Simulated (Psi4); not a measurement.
# TPSSh/cc-pVDZ run of GeH4O2 (SMILES [OH][GeH2][OH])

What is the energy change on altering one bond length of GeH4O2 at TPSSh/cc-pVDZ? 

The results are computed with Psi4 1.11.

2 further runs of the same task are left out: 2 set aside as unsound or not needed. Runs told in other sessions of the task aren't counted.

## Step 1: Starting point

The species is GeH4O2 (7 atoms), meant as a singlet with charge 0. As SMILES, `[OH][GeH2][OH]`. The shape is that of a PBE0-D4/def2-TZVP optimisation. This is one conformer, not always the lowest.

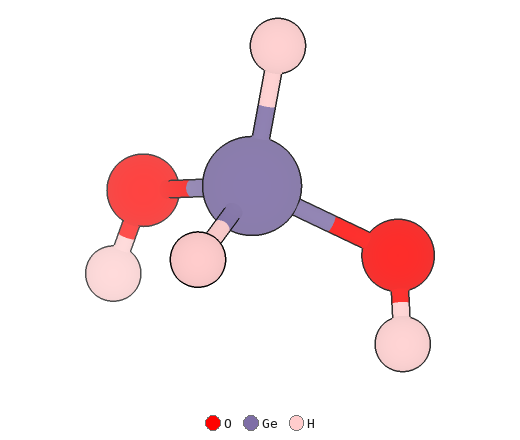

Viewed from a chosen angle; oxygen red, germanium purple, hydrogen pink.

## Step 2: The energy at TPSSh/cc-pVDZ

Contents of geh4o2.xyz:

```xyz
7
GeH4O2
O     -1.491300    -0.416000    -0.173900
Ge     0.023500     0.377000     0.305300
O      1.347400    -0.798900     0.400600
H     -1.634900    -0.418700    -1.122100
H      0.363400     1.460500    -0.739100
H     -0.172500     0.863100     1.737300
H      1.625600    -1.135200    -0.453800
```

Contents of run_ase.py:

```python
import numpy as np
from ase.calculators.psi4 import Psi4
from ase.io import read

a = read('geh4o2.xyz')
calc = Psi4(atoms=a, method='tpssh', basis='cc-pVDZ', memory='2200MB', num_threads=1, charge=0, multiplicity=1, label='psi4-calc')
calc.psi4.set_options({'puream': True, 'e_convergence': 1e-09, 'd_convergence': 1e-08, 'scf_type': 'pk', 'dft_radial_points': 99, 'dft_spherical_points': 590})
a.calc = calc

print(f'energy: {a.get_potential_energy():.6f} eV')
```

Run with:

```
$ python run_ase.py
```

psi4-calc.dat, cut to the lines that bear on the results:

```text
[...]
  Running in c1 symmetry.
[...]
  Nuclear repulsion =  219.679499594560724
[...]
  Multiplicity = 1
[...]
  Nalpha       = 26
  Nbeta        = 26
[...]
    Number of basis functions: 75
[...]
   @RKS iter   1: -2229.12281859760878   -2.92176e+00   1.66072e-02 ADIIS/DIIS
[...]
   @RKS iter  11: -2229.82800112736595   -9.09495e-13   1.59861e-09 DIIS
[...]
    Orbital Energies [Eh]
    ---------------------
    Doubly Occupied:
       1A   -398.523678     2A    -49.636488     3A    -44.129623
       4A    -44.129504     5A    -44.129137     6A    -19.060264
       7A    -19.059442     8A     -6.192838     9A     -4.359330
      10A     -4.358339    11A     -4.356364    12A     -1.196001
      13A     -1.192178    14A     -1.187390    15A     -1.186331
      16A     -1.186188    17A     -0.965973    18A     -0.947184
      19A     -0.554567    20A     -0.463159    21A     -0.429129
      22A     -0.360739    23A     -0.322274    24A     -0.320846
      25A     -0.280873    26A     -0.274945
[...]
  @RKS Final Energy: -2229.82800112736595
   => Energetics <=
    Nuclear Repulsion Energy =            219.6794995945607241
    One-Electron Energy =               -3541.5398764428487084
    Two-Electron Energy =                1180.2451173079357432
    DFT Exchange-Correlation Energy =     -88.2127415870134541
    Empirical Dispersion Energy =           0.0000000000000000
    VV10 Nonlocal Energy =                  0.0000000000000000
    Total Energy =                      -2229.8280011273659511
[...]
 Multipole Moments:
 ------------------------------------------------------------------------------------
     Multipole            Electronic (a.u.)      Nuclear  (a.u.)        Total (a.u.)
 ------------------------------------------------------------------------------------
 L = 1.  Multiply by 2.5417464519 to convert [e a0] to [Debye]
 Dipole X            :          0.1884996           -0.0702225            0.1182771
 Dipole Y            :          2.6268909           -2.3478850            0.2790059
 Dipole Z            :          1.1508534           -2.0944336           -0.9435802
 Magnitude           :                                                    0.9910486
[...]
```

On the terminal:

```text
energy: -60676.710507 eV
```

Wall time 28 s (1 thread of AMD EPYC 9R45 (Zen 5), shared host); peak memory 1.5 GiB.

## Step 3: The distorted shape: energy and forces at TPSSh/cc-pVDZ

Contents of job.inp:

```
memory 2200 MB

molecule system {
  0 1
  O
  Ge 1 r2
  O 2 r3 1 a3
  H 1 r4 2 a4 3 d4
  H 2 r5 3 a5 1 d5
  H 2 r6 5 a6 1 d6
  H 3 r7 2 a7 6 d7

  r2 = 1.775697
  r3 = 1.773283
  a3 = 110.80889
  r4 = 1.7262
  a4 = 113.31689
  d4 = -91.49828
  r5 = 1.542814
  a5 = 109.7308
  d5 = -119.91567
  r6 = 1.524904
  a6 = 116.11333
  d6 = -120.07556
  r7 = 0.959423
  a7 = 113.64464
  d7 = -175.24423
  symmetry c1
  no_reorient
  no_com
}

set basis cc-pVDZ
set puream true
set e_convergence 1e-09
set d_convergence 1e-08
set scf_type pk
set dft_radial_points 99
set dft_spherical_points 590

E, wfn = gradient("tpssh", return_wfn=True)
oeprop(wfn, "LOWDIN_CHARGES", "WIBERG_LOWDIN_INDICES", "QUADRUPOLE")
```

Run with:

```
$ psi4 job.inp job.out -n 1
```

job.out, cut to the lines that bear on the results:

```text
[...]
  Running in c1 symmetry.
[...]
  Nuclear repulsion =  216.014891955986258
[...]
  Multiplicity = 1
[...]
  Nalpha       = 26
  Nbeta        = 26
[...]
    Number of basis functions: 75
[...]
   @RKS iter   1: -2228.85243911254065   -2.90179e+00   1.70903e-02 DIIS/ADIIS
[...]
   @RKS iter  13: -2229.69220211734682   -4.09273e-12   1.20519e-09 DIIS
[...]
  @RKS Final Energy: -2229.69220211734682
   => Energetics <=
    Nuclear Repulsion Energy =            216.0148919559862577
    One-Electron Energy =               -3534.3681457375651007
    Two-Electron Energy =                1176.6979466649831920
    DFT Exchange-Correlation Energy =     -88.0368950007511302
    Empirical Dispersion Energy =           0.0000000000000000
    VV10 Nonlocal Energy =                  0.0000000000000000
    Total Energy =                      -2229.6922021173468238
[...]
  -Total Gradient:
     Atom            X                  Y                   Z
    ------   -----------------  -----------------  -----------------
       1       -0.071289806553    -0.003602050795     0.057018138908
       2       -0.015465768210    -0.007846217068    -0.008727998701
       3        0.013245399193     0.006708042539    -0.008441159679
       4        0.080198032963     0.002530323312    -0.040088611431
       5        0.000648944717    -0.001952459587    -0.002712815427
       6        0.003056791259    -0.000330335827     0.000559921824
       7       -0.010393294528     0.004515660169     0.002416463022
[...]
 Multipole Moments:
 ------------------------------------------------------------------------------------
     Multipole            Electronic (a.u.)      Nuclear  (a.u.)        Total (a.u.)
 ------------------------------------------------------------------------------------
 L = 1.  Multiply by 2.5417464519 to convert [e a0] to [Debye]
 Dipole X            :         -1.2959972            2.3048643            1.0088671
 Dipole Y            :          2.2607564           -2.1069152            0.1538412
 Dipole Z            :          1.9750210           -1.9739569            0.0010641
 Magnitude           :                                                    1.0205298
 L = 2.  Multiply by 1.3450342976 to convert [e a0^2] to [Debye ang]
 Quadrupole XX       :        -42.5223696           23.1950438          -19.3273259
 Quadrupole XY       :          1.2639748           -3.3333512           -2.0693765
[...]
```

It took 45 s on 1 thread of AMD EPYC 9R45 (Zen 5), shared host; peak memory 1.4 GiB.

## Step 4: What came out

Level: TPSSh/cc-pVDZ.

```
                                                         quantity           value
                                        first shape: total energy  -2229.82800 Eh
                                       first shape: dipole moment          2.52 D
                                         first shape: HOMO energy        -7.48 eV
                                         first shape: LUMO energy         0.47 eV
                                       first shape: HOMO–LUMO gap         7.95 eV
                                    distorted shape: total energy  -2229.69220 Eh
                                   distorted shape: dipole moment          2.59 D
                                     distorted shape: HOMO energy        -7.34 eV
                                     distorted shape: LUMO energy        -4.12 eV
                                   distorted shape: HOMO–LUMO gap         3.22 eV
                        distorted shape: largest force on an atom      4.698 eV/Å
energy change with the O1–H4 bond stretched from 0.959 to 1.726 Å        3.695 eV
```

One bond (distorted shape) is far stretched, which a spin-restricted single reference describes badly; a broken-symmetry solution may lie lower. With the O1–H4 bond stretched from 0.959 to 1.726 Å the energy rises by 3.70 eV (85 kcal/mol). The first shape isn't relaxed at this level, so the change isn't measured from a minimum. A restricted reference can't describe the breaking bond well at this length. With no_com the log's rotational constants are taken about the origin, not the centre of mass, so they aren't the molecule's.
